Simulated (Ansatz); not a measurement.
## Li2Sc (built on the sites of a database entry of ScCu2): phonons and vibrational spectra

Aim: the phonons of Li2Sc (built on the sites of a database entry of ScCu2) at a cell relaxed beforehand at this level. After the zone centre comes a 2×2×2 q mesh on a 20×20×20 k mesh.

Method: DFT PBEsol, scalar-relativistic, plane waves, PAW, in Ansatz 0.2.0.

The structure was built from a prototype and need not be the compound's stable phase.

**1. The structure**

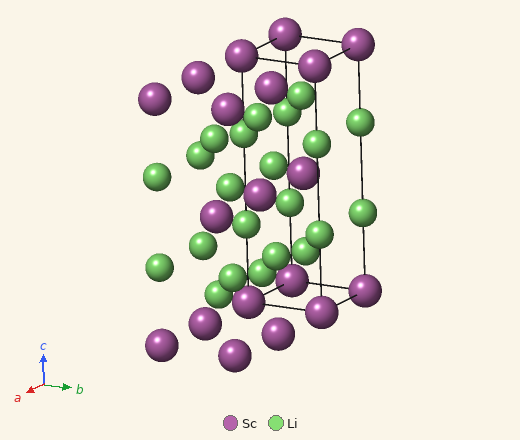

The starting structure, seen slightly off an axis (scandium purple, lithium green). 3×1×1 cells are drawn. This picture shows the conventional cell, with its axes. Some periodic images of atoms are drawn too.

**2. Linear response at the zone centre**

The cell comes from relaxations at this level that are not shown. The zone centre comes first: it holds the modes that light can see, as far as symmetry allows. No field response is asked, since the mesh shows no gap.

input.yaml reads:

```yaml
crystal:
  lattice:
    - [-1.704116303, 1.704116303, 5.1417769787]
    - [1.704116303, -1.704116303, 5.1417769787]
    - [1.704116303, 1.704116303, -5.1417769787]
  atoms:
    - { symbol: Sc, position: [0.0, 0.0, 0.0] }
    - { symbol: Li, position: [0.6838919087, 0.6838919087, 0.0] }
    - { symbol: Li, position: [0.3161080913, 0.3161080913, 0.0] }
kpoints:
  mp_grid: { grid: [20, 20, 20] }
hamiltonian:
  xc: pbesol
scf:
  occupations: { method: methfessel_paxton, width: 0.2 }
output:
  eigenvalues: true
phonons:
  method: dfpt
```

Command:

```
$ ansatz run input.yaml --threads 8 --pin off --max-ram 14336MiB --backend cpu --events-out ev --progress --plain --runs-dir out
```

Numbers of over 12 decimals in the logs are rounded to 6 here.

What it wrote:

```text
zone centre: on kpoints.mp_grid the ground state, and the responses unless they are solved on pairs of k-points, stand on 1166 of the mesh's 8000 k-points, reduced under 4 symmetry operations, with k and −k counted as one. Each operation leaves every solved displacement unchanged or reverses it
Engine: ansatz 0.2.0, aarch64-unknown-linux-gnu
Pseudopotentials: kind: paw
Pseudopotential: Sc, paw, valence charge 11, recommended cutoff 420 eV (normal), Sc.paw.azcp
Pseudopotential: Li, paw, valence charge 3, recommended cutoff 420 eV (normal), Li.paw.azcp
Functional definition: PBEsol
  exchange = pbesol_x
  correlation = pbesol_c
Crystal: 3 atoms, lattice volume = 59.727 Å³
Basis set: ecut = 420 eV, 1177 PW (Γ), exchange–correlation on 80×80×80 points (8 copies of the dense FFT grid, shifted against one another)
Bands: 13, of which v1, the nominal top of the filled ones, is band 9 counted from 1 (8 counted from 0)
Symmetry: 16 space group operations
k-points: 1166 of 8000 (irreducible under 4 space group operations, time reversal used)
Non-local potential: Sc, projectors of the file, l = 0: 3, l = 1: 2, l = 2: 3, l = 3: 1
Non-local potential: Li, projectors of the file, l = 0: 3, l = 1: 2, l = 2: 1
PAW form: soft (Blöchl's): semilocal exchange-correlation on the pseudo side does not see the compensation charge
PAW frozen core: Sc, regenerated for the run's functional, and the local potential with it (the file was generated under x = pbe(κ = 0.804, μ = 0.219515), c = pbe(β = 0.066725))
PAW one-centre angular grid: Sc, 590 points (default); XC on 64 Gauss nodes
PAW one-centre angular grid: Li, 110 points (default); XC on 64 Gauss nodes
Initial density: superposition of atomic densities (neutral atoms: chi_scale 0, normalization atom), corrected by the library's trained network
Initial wavefunctions: pseudopotential atomic-orbital guess
Functional: x = pbesol(κ = 0.804, μ = 0.123457), c = pbesol(β = 0.046)
SCF iter   1: F=—  HF=-2516.799939 eV  |F-HF|=—  |Δ(HF+E_count)|=         —  Δρ=4.53e-3  dr2=2.24e-2  ethr=1.77e-3  ⟨swp⟩=3.8  Hψ=62527  notcnv=0
preconditioner: auto → Kerker (q_TF=auto, 2.213 Å⁻¹)  [metal: Δε(μ)=0.001 eV  Ē_g=2.666 eV  σ=0.200 eV  W_gap=0.00  n_scr=10 (ndim 8)  ℏωp=10.7 eV  f_vac=0.000  D(μ)=2.32/eV (n_scr^D=24)]
SCF iter   2: F=—  HF=-2516.795098 eV  |F-HF|=—  |Δ(HF+E_count)|=   4.84e-3  S|Δr|=    0.00e0  Δρ=1.23e-3  dr2=8.44e-4  ethr=1.32e-4  ⟨swp⟩=1.0  Hψ=24486  notcnv=0
SCF iter   3: F=—  HF=-2516.794828 eV  |F-HF|=—  |Δ(HF+E_count)|=   2.70e-4  S|Δr|=    0.00e0  Δρ=5.70e-4  dr2=2.57e-4  ethr=4.96e-6  ⟨swp⟩=2.2  Hψ=19222  notcnv=0
SCF iter   4: F=—  HF=-2516.794778 eV  |F-HF|=—  |Δ(HF+E_count)|=   5.00e-5  S|Δr|=    0.00e0  Δρ=1.41e-4  dr2=2.13e-5  ethr=1.51e-6  ⟨swp⟩=2.1  Hψ=23953  notcnv=0
SCF iter   5: F=—  HF=-2516.794772 eV  |F-HF|=—  |Δ(HF+E_count)|=   5.63e-6  S|Δr|=    0.00e0  Δρ=2.11e-5  dr2=3.06e-7  ethr=1.25e-7  ⟨swp⟩=2.0  Hψ=17217  notcnv=0
SCF iter   6: F=—  HF=-2516.794774 eV  |F-HF|=—  |Δ(HF+E_count)|=   1.79e-6  S|Δr|=    0.00e0  Δρ=6.54e-6  dr2=2.78e-8  ethr=1.80e-9  ⟨swp⟩=2.0  Hψ=17699  notcnv=0
SCF iter   7: F=—  HF=-2516.794774 eV  |F-HF|=—  |Δ(HF+E_count)|=   1.18e-9  S|Δr|=    0.00e0  Δρ=1.34e-6  dr2=2.09e-9  ethr=1.64e-10  ⟨swp⟩=2.9  Hψ=27893  notcnv=0
SCF iter   8: F=—  HF=-2516.794774 eV  |F-HF|=—  |Δ(HF+E_count)|=  1.41e-10  S|Δr|=    0.00e0  Δρ=2.91e-7  dr2=9.59e-11  ethr=1.23e-11  ⟨swp⟩=1.7  Hψ=16199  notcnv=0
SCF iter   9: F=-2516.794774 eV  HF=-2516.794774 eV  |F-HF|=4.09e-12  |Δ(HF+E_count)|=  1.00e-11  S|Δr|=    0.00e0  Δρ=7.99e-8  dr2=6.21e-12  ethr=1.00e-12  ⟨swp⟩=4.5  Hψ=52516  notcnv=0
SCF 1 converged in 9 iterations: F = -2516.794774 eV  dr2 = 6.21e-12
  greatest PAW one-centre occupation: 1.000 electrons in one spin orbital (limit 2), on the Li atom at site 2 (counted from 0), in its partial waves of l = 0
DFPT response loops at Γ: preconditioner auto → Kerker (q_TF=auto, 2.213 Å⁻¹) (partly filled bands, converged f_vac=0.000); β = 1.00, the filter's whole step (`scf.mixing.beta` (0.50) is not read by the response loops under this deck's `scf.mixing.preconditioner`; to damp them name `kerker` or `kerker_dos`, under which they read `scf.mixing.beta`, and type it under 1.00, their step now; both keys bind the ground state too); Broyden in place of MSR1
SCF converged after 9 iterations
Stability not checked: this state was not tested for a lower state beside it, because cold or Methfessel-Paxton smearing, or corrected tetrahedra, fill the levels in a way that the test cannot read (fill_not_monotonic; see scf.lower_state_search)
Free energy (F): -2516.794774 eV
Harris-Foulkes:  -2516.794774 eV  (|F-HF|=4.09e-12)
Internal energy: -2516.800467 eV  (E = F + TS)
E sigma→0 (E₀):  -2516.796197 eV
Entropy (-TS):   0.005693 eV (1.898 meV/atom)
Fermi energy:    4.649688 eV
--- Per-component energies (eV) ---
  E_band       = -379.687361
  E_kinetic    = 302.140624
  E_local      = -1279.385284  (includes V_loc(G=0)·N_el)
  E_nonlocal   = 18.320353
  E_hartree    = 435.777214
  E_xc         = -122.547533
  E_vxc        = -153.384484  (∫ρ·V_xc dr)
  E_paw        = -971.141053  (= ΣΔE_a)
  E_vpaw       = -138.933110  (= ΣTr[D̂ρ^β])
  E_aug_tail   = 0.000031  (compensation charges beyond the density's cutoff)
  E_ewald      = -900.093843
  E_core_change = 0.129025  (= ΣΔE_core)
  E_smearing   = 0.005693  (= −TS)
  E_closure    = -0.000000  (closes the sum)
  Σ components = -2516.794774   (vs F -2516.794774, Δ=0.00e0)
--- Band table (eV; the first three rows and the last of 1166) ---
  k-point 0: bands = [... 5 lower, -23.8987, 0.2574, 3.6834, 4.7136, 5.2029, 6.3700, 6.3700, 7.2046]
  k-point 1: bands = [... 5 lower, -23.9016, 0.3193, 3.7302, 4.7393, 5.1653, 6.3038, 6.4433, 7.1437]
  k-point 2: bands = [... 5 lower, -23.9101, 0.5029, 3.8668, 4.8169, 5.0809, 6.1131, 6.6337, 6.9620]
  k-point 1165: bands = [... 5 lower, -23.8987, 0.9558, 2.1525, 4.6735, 5.3738, 6.5602, 6.5602, 7.2072]
--- Phonons (Γ-DFPT): 4 representative perturbations + reference, on 1166 of 8000 k-points (Σ response iterations 12) ---
  k mesh reduced under 4 symmetry operations, with k and −k counted as one. Each operation leaves every solved displacement unchanged or reverses it
  ASR residual: 1.185e-4 → 0.000e0 eV/Å²; symmetrization residual: 4.801e-7 eV/Å²
  ASR residual per site (eV/Å²): 1.18e-4 8.24e-6 8.24e-6
  Γ frequencies (cm⁻¹): 0.00 0.00 0.00 234.23 234.23 242.27 327.23 373.64 373.64
  non-analytic LO–TO correction: not included (Born effective charges unavailable; polar crystals: no LO–TO splitting at Γ)
```

Elapsed: 2.4 min, on 8 threads of Arm Neoverse N1, shared host; peak memory 3.1 GiB.

This step gave:

- volume per atom: 19.91 Å³
- gap on the k-mesh: 0 eV
- sum-rule residual before enforcement: 1.18e-4 eV/Å²
- point group: 4/mmm
- highest optical mode at the zone centre (no LO-TO term): 373.6 cm⁻¹
- lowest optical zone-centre mode: 234.2 cm⁻¹

Patterns of degenerate modes are one choice out of their space. The modes at Γ (shares of kinetic energy by element, %):

| mode | frequency (cm⁻¹) | symmetry | Sc % | Li % |
| --- | --- | --- | --- | --- |
| 1 | 0.0 | acoustic | 76 | 24 |
| 2 | 0.0 | acoustic | 76 | 24 |
| 3 | 0.0 | acoustic | 76 | 24 |
| 4 | 234.2 | Eu | 24 | 76 |
| 5 | 234.2 | Eu | 24 | 76 |
| 6 | 242.3 | A2u | 24 | 76 |
| 7 | 327.2 | A1g | 0 | 100 |
| 8 | 373.6 | Eg | 0 | 100 |
| 9 | 373.6 | Eg | 0 | 100 |

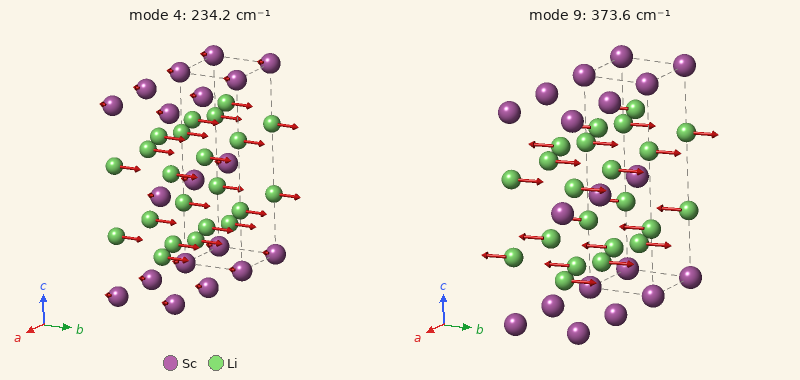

Displacement patterns of modes 4 and 9 at Γ; arrows are exaggerated. 3×1×1 conventional cells are drawn. Some periodic images of atoms are drawn too.

Before it was imposed, the acoustic sum rule was missed by 1.2e-4 eV/Å². Small misses are needed for a sound result but don't prove that mesh and cutoff are converged. The lowest optical mode is real, 234 cm⁻¹.

**3. Response at finite wavevector**

Stability and thermal properties need the whole zone. Linear response on a 2×2×2 q mesh gives force constants as far as a supercell of that size would.

Edit input.yaml of step 2 so:

```diff
@@ -19 +19,10 @@
   method: dfpt
+  qmesh: [2, 2, 2]
+  temperatures: { t_max: 1000, t_step: 50 }
+  qpath:
+    path:
+      - [[0.0, 0.0, 0.0], [0.0, 0.0, 0.5], [0.25, 0.25, 0.25], [0.0, 0.5, 0.0], [0.0, 0.0, 0.0], [0.5, 0.5, -0.5], [0.27746073, 0.72253927, -0.27746073]]
+      - [[-0.27746073, 0.27746073, 0.27746073], [0.0, 0.0, 0.0]]
+      - [[0.0, 0.0, 0.5], [-0.05492145, 0.05492145, 0.5]]
+      - [[0.5, 0.5, -0.05492145], [0.5, 0.5, -0.5]]
+    npoints: 10
```

What it wrote:

```text
[...]
Crystal: 3 atoms, lattice volume = 59.727 Å³
Basis set: ecut = 420 eV, 1177 PW (Γ), exchange–correlation on 80×80×80 points (8 copies of the dense FFT grid, shifted against one another)
Bands: 13, of which v1, the nominal top of the filled ones, is band 9 counted from 1 (8 counted from 0)
Symmetry: 16 space group operations
k-points: 641 of 8000
[...]
SCF iter   1: F=—  HF=-2516.799936 eV  |F-HF|=—  |Δ(HF+E_count)|=         —  Δρ=4.53e-3  dr2=2.24e-2  ethr=1.77e-3  ⟨swp⟩=3.8  Hψ=34351  notcnv=0
[...]
SCF iter   9: F=-2516.794774 eV  HF=-2516.794774 eV  |F-HF|=4.09e-12  |Δ(HF+E_count)|=  9.09e-12  S|Δr|=    0.00e0  Δρ=8.01e-8  dr2=6.24e-12  ethr=1.00e-12  ⟨swp⟩=4.5  Hψ=28826  notcnv=0
SCF 1 converged in 9 iterations: F = -2516.794774 eV  dr2 = 6.24e-12
[...]
phonons: the bands overlap, so this run is a metal and interpolates without the dipole-dipole term. If the crystal is really an insulator or semiconductor, its LO-TO splitting is missing
NSCF: frozen V_eff on 641 k-points
[...]
DFPT response loops at q = (0, 0, 0) (fractional): preconditioner auto → Kerker (q_TF=auto, 2.213 Å⁻¹) (partly filled bands, converged f_vac=0.000); β = 1.00, the filter's whole step (`scf.mixing.beta` (0.50) is not read by the response loops under this deck's `scf.mixing.preconditioner`; to damp them name `kerker` or `kerker_dos`, under which they read `scf.mixing.beta`, and type it under 1.00, their step now; both keys bind the ground state too); Broyden in place of MSR1
[...]
SCF converged after 9 iterations
[...]
Free energy (F): -2516.794774 eV
[...]
Internal energy: -2516.800467 eV  (E = F + TS)
E sigma→0 (E₀):  -2516.796197 eV
Entropy (-TS):   0.005693 eV (1.898 meV/atom)
Fermi energy:    4.649688 eV
[...]
--- Band table (eV; the first three rows and the last of 641) ---
  k-point 0: bands = [... 5 lower, -23.8987, 0.2574, 3.6834, 4.7136, 5.2029, 6.3700, 6.3700, 7.2046]
  k-point 1: bands = [... 5 lower, -23.9016, 0.3193, 3.7302, 4.7393, 5.1653, 6.3038, 6.4433, 7.1437]
  k-point 2: bands = [... 5 lower, -23.9101, 0.5029, 3.8668, 4.8169, 5.0809, 6.1131, 6.6337, 6.9620]
  k-point 640: bands = [... 5 lower, -23.8987, 0.9558, 2.1525, 4.6735, 5.3738, 6.5602, 6.5602, 7.2072]
--- Phonons (Γ-DFPT): 4 representative perturbations + reference (Σ response iterations 12) ---
  ASR residual: 1.310e-4 → 0.000e0 eV/Å²; symmetrization residual: 3.544e-7 eV/Å²
  ASR residual per site (eV/Å²): 1.31e-4 8.13e-6 8.13e-6
  Γ frequencies (cm⁻¹): 0.00 0.00 0.00 234.23 234.23 242.27 327.23 373.64 373.64
--- Phonons (arbitrary-q DFPT): 4 irreducible q on the 2×2×2 mesh ---
  q = [0.0000, 0.0000, 0.0000] (star 1, of the zone-centre solve; hermiticity 3.06e-7, symmetrization 1.27e-13): -0.00 0.00 0.00 234.23 234.23 242.27 327.23 373.64 373.64
  q = [0.0000, 0.0000, -0.5000] (star 2, 4 solved perturbations in 6556 linear systems a pass and spin channel, the states on 2112 of 8000 k-point pairs; hermiticity 2.37e-7, symmetrization 3.70e-13): 111.52 112.42 163.39 214.73 246.01 301.00 330.87 362.98 367.60
  q = [0.0000, -0.5000, 0.0000] (star 4, 6 solved perturbations on 2112 of 8000 k-point pairs; hermiticity 6.68e-7, symmetrization 1.72e-13): 85.20 97.24 119.50 233.84 237.74 305.06 313.23 356.99 362.86
[...]
sum rule: each row above includes the acoustic sum rule's correction from the zone centre's row sums; it moved no ω² by more than (0.89 cm⁻¹)²
  mesh force constants: q→R imaginary residual 1.19e-17; ASR residual 1.310e-4 → 0.000e0 eV/Å²; symmetrization residual 1.776e-15 eV/Å²
  interpolated dispersion: 94 rows × 9 modes
  density of states and harmonic sums: on the 20×20×26 q-mesh, interpolated from the force constants of a 2×2×2 supercell (no non-analytic term)
  largest difference from the sums on the solved wave vectors: F 7.96e-2 eV, S 1.12e-4 and C_V 3.23e-5 eV/K
  zero-point energy: 0.131003 eV/cell   skipped modes (ω ≤ 0): 3   left out of the sums: 3.21e-5 of the cell's modes: C_V's classical limit lies that fraction below 3 k_B per atom; for a crystal, a wire or a layer, F and S can be off by more, and a phonons.interpolated_qmesh denser along its periods is the remedy for the sampling
```

Wall time 12 min (8 threads); peak memory 4.1 GiB.

Numbers from this step:

```
sum-rule residual before enforcement                       : 1.31e-4 eV/Å²
lowest frequency on the path                               : 0 cm⁻¹
highest frequency on the path or at a solved wavevector    : 385.6 cm⁻¹
mean frequency                                             : 234.8 cm⁻¹
Debye temperature (second moment)                          : 479 K
logarithmic mean frequency                                 : 204.7 cm⁻¹
lowest mode on the q mesh (acoustic modes at Γ apart)      : 83.41 cm⁻¹
zero-point energy per atom                                 : 43.67 meV
heat capacity at 300 K                                     : 22.10 J/(mol atoms K)
vibrational entropy at 300 K                               : 26.91 J/(mol atoms K)
edges of the widest gap between branches, on path and mesh : 163.4, 213.9 cm⁻¹
```

Frequencies (cm⁻¹) solved at each irreducible wavevector; negative means imaginary. Frequencies by wavevector, by row:

| q in reciprocal lattice units | star | mode 1 | mode 2 | mode 3 | mode 4 | mode 5 | mode 6 | mode 7 | mode 8 | mode 9 |
| --- | --- | --- | --- | --- | --- | --- | --- | --- | --- | --- |
| 0 0 0 | 1 | 0 | 0 | 0 | 234.2 | 234.2 | 242.3 | 327.2 | 373.6 | 373.6 |
| 0 0 -0.5 | 2 | 111.5 | 112.4 | 163.4 | 214.7 | 246 | 301 | 330.9 | 363 | 367.6 |
| 0 -0.5 0 | 4 | 85.2 | 97.2 | 119.5 | 233.8 | 237.7 | 305.1 | 313.2 | 357 | 362.9 |
| -0.5 -0.5 -0.5 | 1 | 83.4 | 83.4 | 103.8 | 213.9 | 213.9 | 251.7 | 362.5 | 385.6 | 385.6 |

Interpolated from a 2×2×2 q mesh, rough between the solved points. The phonon branches at the labelled points (cm⁻¹):

| point | branch 1 | branch 2 | branch 3 | branch 4 | branch 5 | branch 6 | branch 7 | branch 8 | branch 9 |
| --- | --- | --- | --- | --- | --- | --- | --- | --- | --- |
| Γ | 0 | 0 | 0 | 234 | 234 | 242 | 327 | 374 | 374 |
| X | 112 | 112 | 163 | 215 | 246 | 301 | 331 | 363 | 368 |
| P | 108 | 135 | 135 | 234 | 234 | 310 | 324 | 365 | 365 |
| N | 85 | 97 | 120 | 234 | 238 | 305 | 313 | 357 | 363 |
| Γ | 0 | 0 | 0 | 234 | 234 | 242 | 327 | 374 | 374 |
| M | 83 | 83 | 104 | 214 | 214 | 252 | 362 | 386 | 386 |
| S | 82 | 91 | 113 | 240 | 244 | 299 | 321 | 358 | 362 |
| jump to S0 | 82 | 91 | 113 | 240 | 244 | 299 | 321 | 358 | 362 |
| Γ | 0 | 0 | 0 | 234 | 234 | 242 | 327 | 374 | 374 |
| jump to X | 112 | 112 | 163 | 215 | 246 | 301 | 331 | 363 | 368 |
| R | 114 | 119 | 161 | 215 | 240 | 305 | 325 | 365 | 368 |
| jump to G′ | 114 | 119 | 161 | 215 | 240 | 305 | 325 | 365 | 368 |
| M | 83 | 83 | 104 | 214 | 214 | 252 | 362 | 386 | 386 |

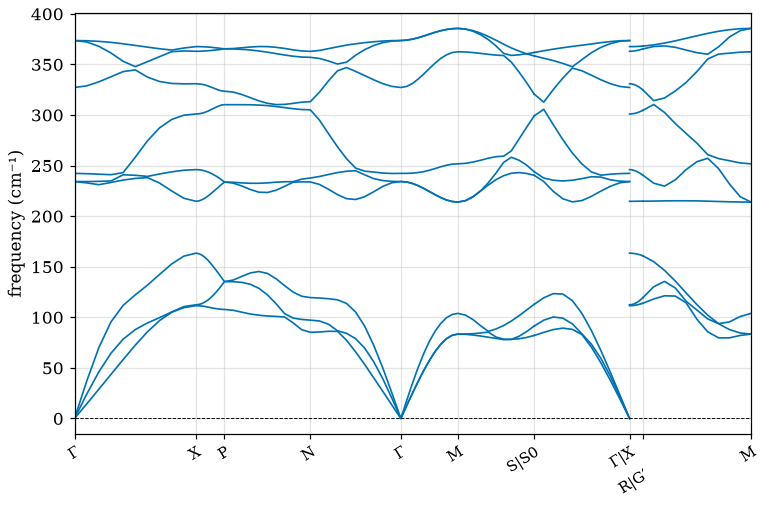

Phonon branches along the path.

The phonon density of states has structure finer than the step of the table below, so its rows give means over 25 cm⁻¹, whole bins alone (the curve runs from 2.5 to 388 cm⁻¹). Peaks (cm⁻¹: height): 97.5: 0.0599, 237.5: 0.0778, 367.5: 0.129.

Tetrahedra on a 20×20×26 mesh, mean over bins of 5 cm-1. Interpolated from a 2×2×2 q mesh, rough between the solved points. Phonon density of states against wavenumber; means over each step:

| wavenumber (cm⁻¹) | phonon density of states (1/cm⁻¹/cell) |
| --- | --- |
| 25 | 0.00137 |
| 50 | 0.00589 |
| 75 | 0.0242 |
| 100 | 0.0503 |
| 125 | 0.0293 |
| 150 | 0.00884 |
| 175 | 6.7e-5 |
| 200 | 8.4e-5 |
| 225 | 0.0556 |
| 250 | 0.0365 |
| 275 | 0.0115 |
| 300 | 0.0176 |
| 325 | 0.0222 |
| 350 | 0.0436 |
| 375 | 0.0530 |

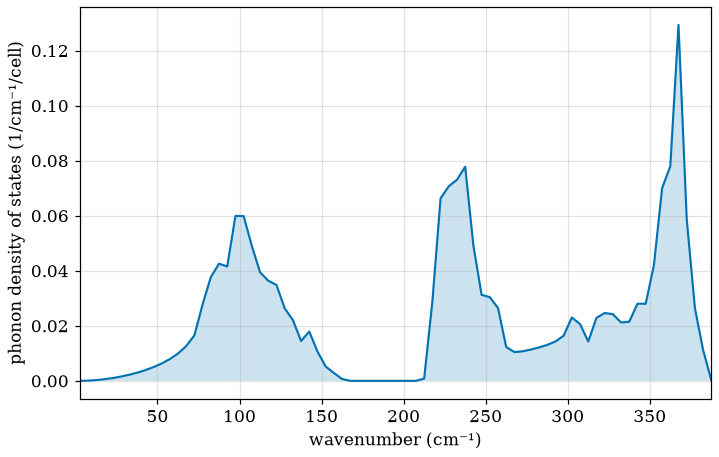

Phonon density of states against wavenumber.

(Part 1 of 2 ends here.)

[Logs are printed without paths, hosts, clocks, repeated set-up lines and the standing remarks that a program may print on its own settings, such as how far it seeks lower states.]

[Hosts, paths, dates, database ids (printed as entryN), source tags and the programs' standing remarks are cut or masked in the printed files.]
